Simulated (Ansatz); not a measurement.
F$_{3}$GeH

The calculation's input:

```
crystal:
  periodic: [false, false, false]
  atoms:
    - { symbol: Ge, position_ang: [0.0, 0.0, 0.0] }
    - { symbol: F, position_ang: [0.0, 0.0, 1.68] }
    - { symbol: H, position_ang: [1.4616, 0.0, -0.5162] }
    - { symbol: F, position_ang: [-0.7913, 1.3709, -0.5594] }
    - { symbol: F, position_ang: [-0.7913, -1.3709, -0.5594] }
basis:
  gaussian: { orbitals: def2-SVP }
hamiltonian:
  xc: hf
relax:
  f_tol: 0.02
  max_steps: 40
output:
  orbitals: {}
```

Launched as:

```sh
ansatz run input.yaml --threads 1 --pin off --max-ram 2048MiB --backend cpu --events-out ev --progress --plain --runs-dir out
```

The fields are those of the run's last geometry, not of the input's.

Level of theory: Ansatz, RHF/def2-SVP.

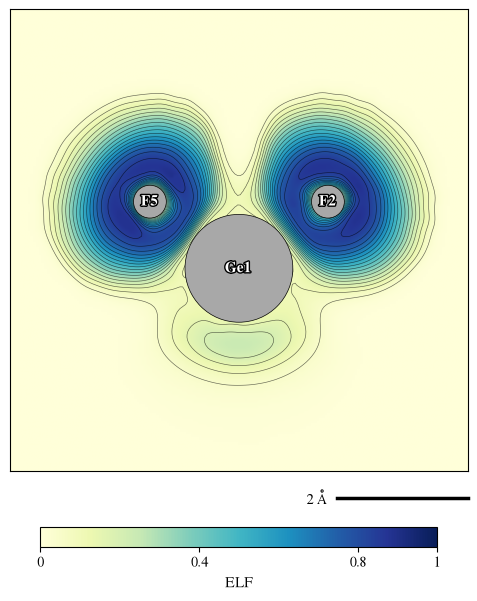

Figure 1. Electron localisation function on the plane of atoms F2, Ge1 and F5. Grey discs cover the atomic cores.

Q: Describe what can be read from this map.

A: The section cuts through Ge and F sites. Ge–F (1.69 Å): the ELF peaks at about 0.80 in the valence shell of F, 0.5 Å from its nucleus, and is about 0.25 at the midpoint. The ELF also peaks beside F5 and F2, away from the bonds: lone-pair regions.

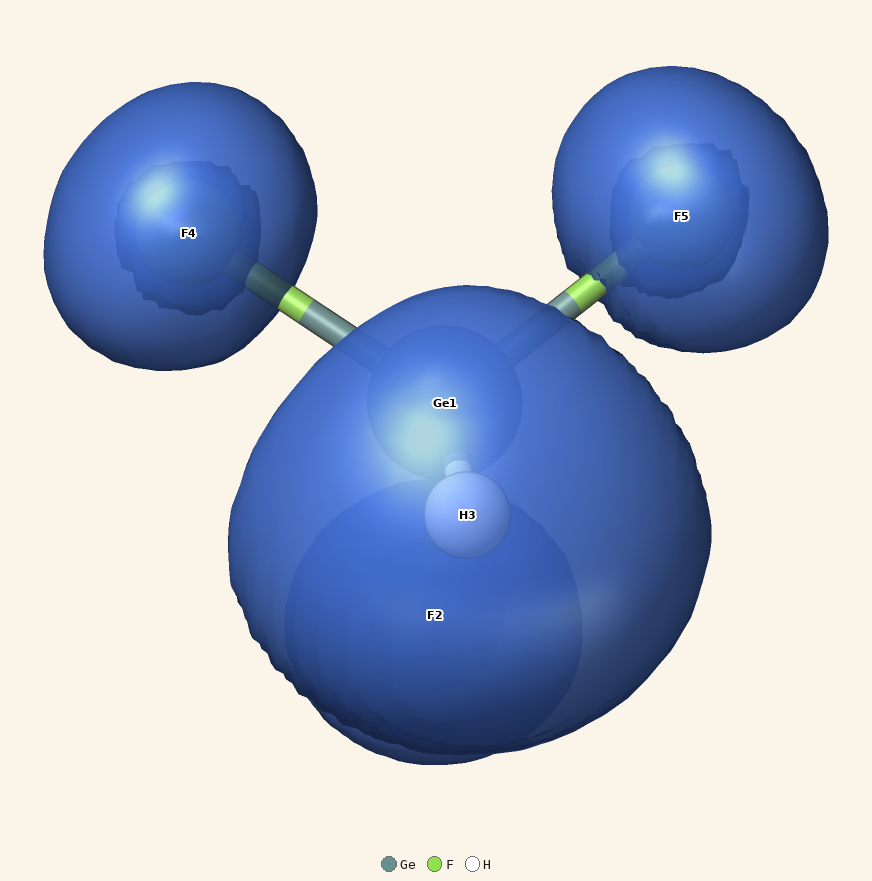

Figure 2. Isosurface of the ELF at 0.75 (blue), seen at an oblique angle. Only the valence region is drawn (cores and ρ < 0.01 e/Å³ removed).

Q: Identify the bonds, lone pairs and shells in this picture.

A: At this value the surface marks out one region around a hydrogen nucleus and three regions wrapped around F (the valence shell of each).


 Ge–H (1.50 Å): the ELF climbs to about 1 towards the hydrogen.

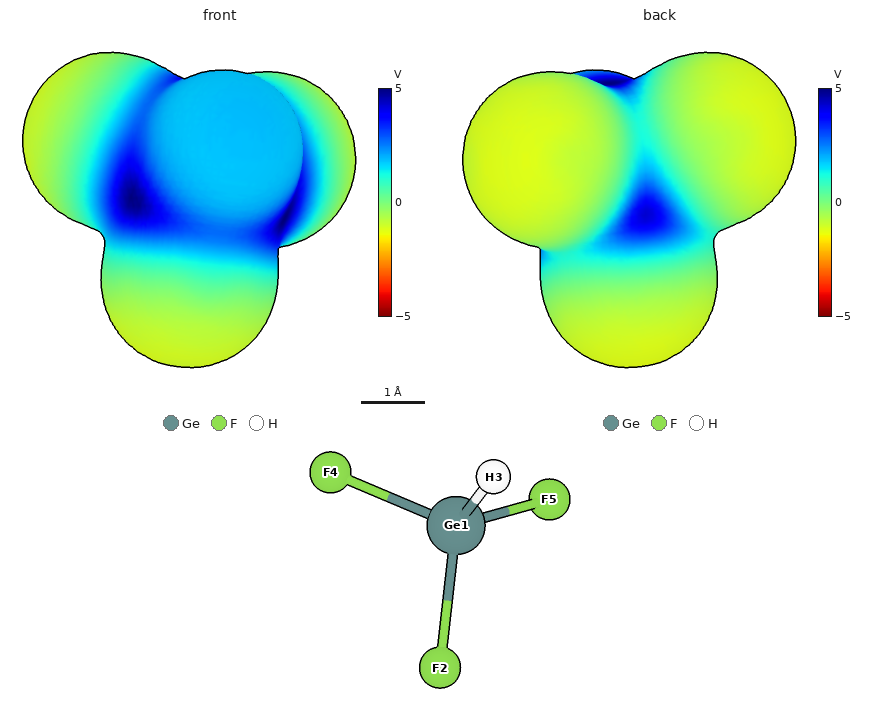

Figure 3. The electrostatic potential painted on the density surface at 0.004 e/bohr³, seen from the front and from behind; red is negative and blue positive. The bare structure is drawn below in the same view.

Q: Which sites attract a positive test charge, and which a negative one?

A: A positive charge is drawn to the negative regions and a negative charge to the positive ones. The most negative region (about −1.2 V) lies over F2, F4 and F5, the most positive (about +4.8 V) over Ge1.

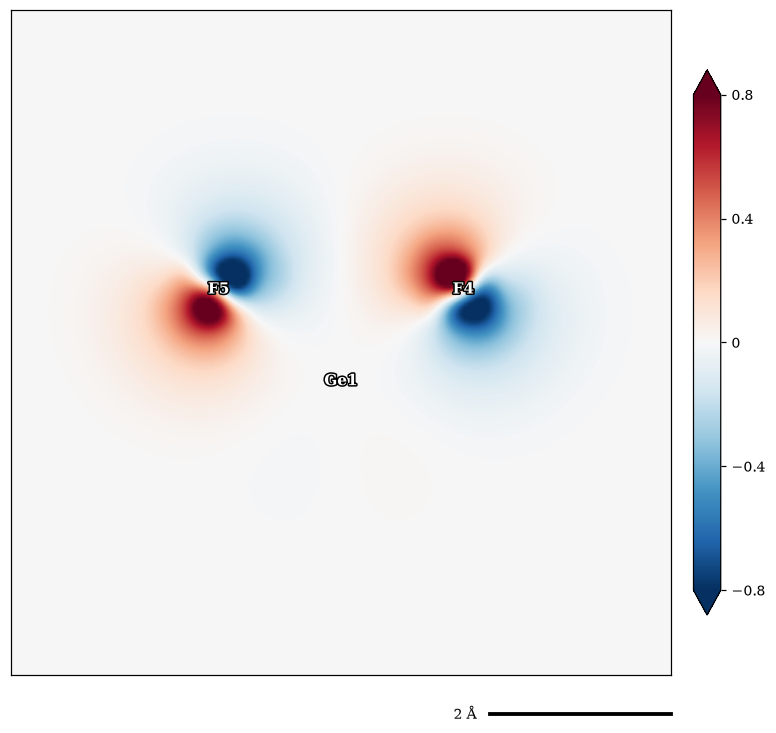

Figure 4. The HOMO−1 on the plane of atoms F4, Ge1 and F5 (values in Å⁻³ᐟ²; the overall sign is arbitrary).

Q: Describe this orbital and give its energy.

A: Its weight (Hirshfeld) is mainly on F2 (about 30 %), F4 (about 30 %) and F5 (about 30 %); largely a combination of lone pairs on F2, F4 and F5. Its energy is −17.62 eV.
